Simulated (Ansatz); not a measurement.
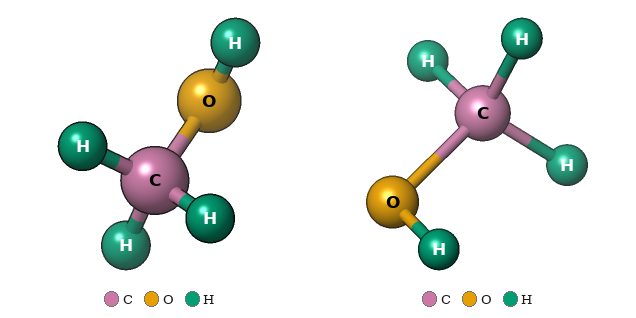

The same structure drawn twice, from different directions.

Question: Give the formula.

Answer: CH4O, 6 atoms: 1 carbon, 4 hydrogen and 1 oxygen.

Question: Which point group does it belong to?

Answer: Cs.

More results for the same structure follow; atom numbers are the same in all pictures, views and colours differ. The geometry was computed by an optimisation with PBE0-D4/def2-TZVP. No frequency run is at hand to confirm it as a minimum.

**Geometry**

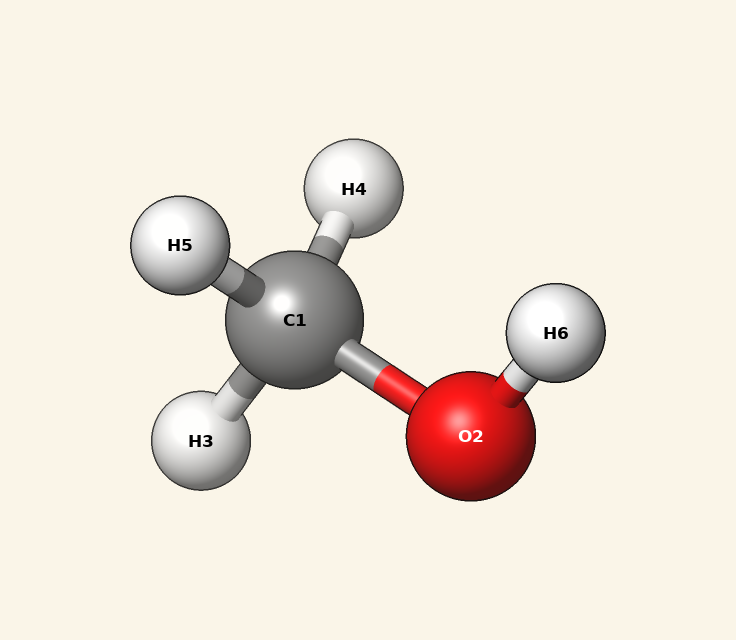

The atoms are numbered. No frequency run is at hand to confirm it as a minimum.

What are the angles O2–C1–H3, O2–C1–H4, H3–C1–H4, H4–C1–H5, C1–O2–H6?

| angle | degrees |
| --- | --- |
| O2–C1–H3 | 107.1 |
| O2–C1–H4 | 112.4 |
| H3–C1–H4 | 108.1 |
| H4–C1–H5 | 108.6 |
| C1–O2–H6 | 108.5 |

**Charges**

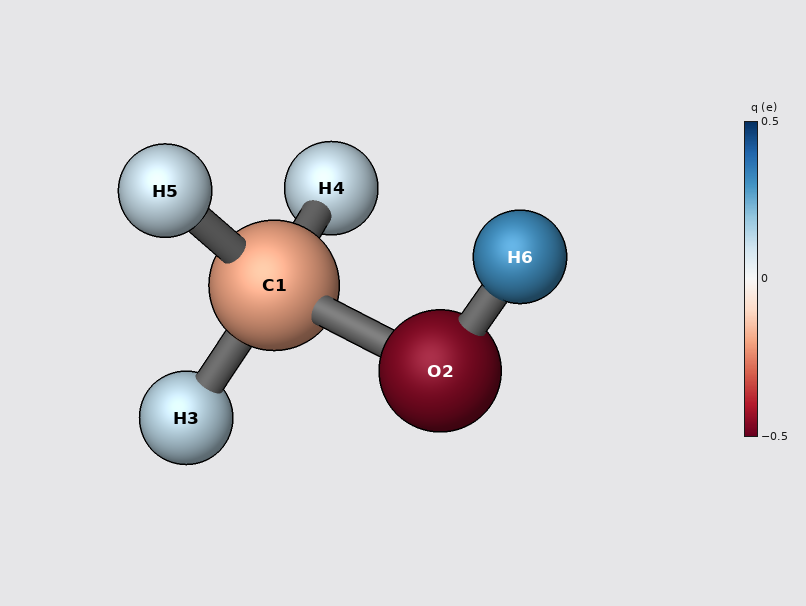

Atoms are coloured by their Mulliken charges. No frequency run is at hand to confirm it as a minimum. Properties computed with RKS PBE0-D4/def2-TZVP (Ansatz 0.2.0).

Question: Which atom carries the highest charge (most positive or least negative)?

Answer: H6 (0.31 e).

Question: And the lowest?

Answer: O2 (−0.46 e).

Give the Mulliken charges atom by atom.

```tsv
atom	value (e)
C1	−0.19
O2	−0.46
H3	0.13
H4	0.11
H5	0.11
H6	0.31
```

**Electronic properties**

No frequency run is at hand to confirm it as a minimum. Properties computed with RKS PBE0-D4/def2-TZVPPD (Ansatz 0.2.0).

Computed properties:

- HOMO energy (Kohn–Sham orbital): −7.98 eV
- LUMO energy (Kohn–Sham orbital): 0.24 eV
- HOMO–LUMO gap: 8.21 eV

**Dipole moment**

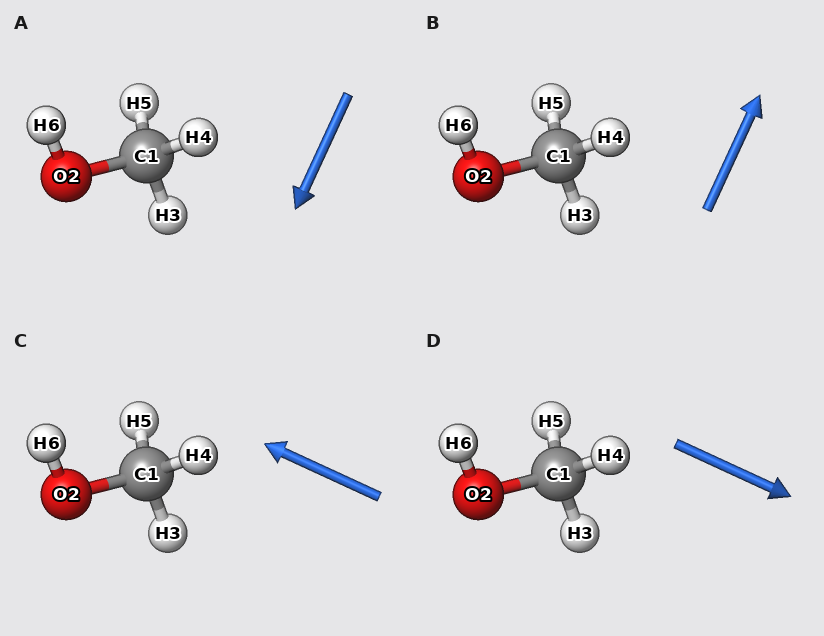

The same molecule four times, each with an arrow. No frequency run is at hand to confirm it as a minimum. Level of theory: RKS PBE0-D4/def2-TZVP (Ansatz 0.2.0).

Question: Which arrow points along the dipole moment, from the negative to the positive end?

Answer: B. The dipole moment is 1.67 D; it points from the side of O2, H3 to the side of H4, H5 (the outermost atoms at the two ends).

Mulliken values depend strongly on the basis set and can even reverse the polarity of a bond.
